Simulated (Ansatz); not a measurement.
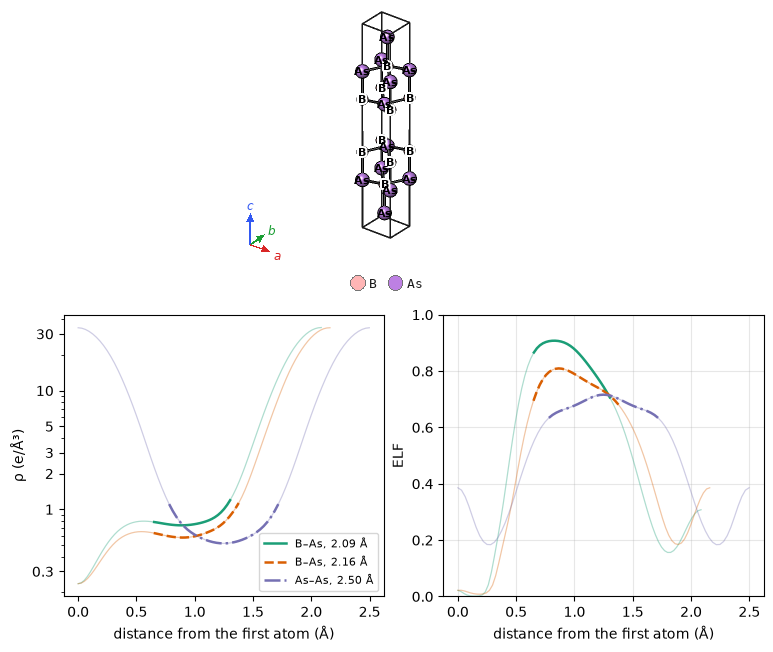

Figure. B$_{2}$As$_{3}$. Valence pseudo-density and electron localisation function along straight lines between neighbouring atoms. Thin, pale parts lie inside the atomic spheres. The structure is drawn too.

Space group P-3m1; a generated structure, not necessarily the stable one.

Computed with DFT PBE, scalar-relativistic, plane waves, PAW (Ansatz 0.2.0).

Core electrons are frozen (PAW), and the valence fields are smoothed inside the atomic spheres.

Question: Compare the contacts.

Answer: B–As (2.09 Å): ρ is about 0.76 e/Å³ halfway; the ELF peaks at about 0.90 between the atoms.
B–As (2.16 Å): the density is about 0.62 e/Å³ at the midpoint; the ELF peaks at about 0.80 between the atoms.
As–As (2.50 Å): the density is about 0.52 e/Å³ at the midpoint; the ELF peaks at about 0.70 between the atoms.
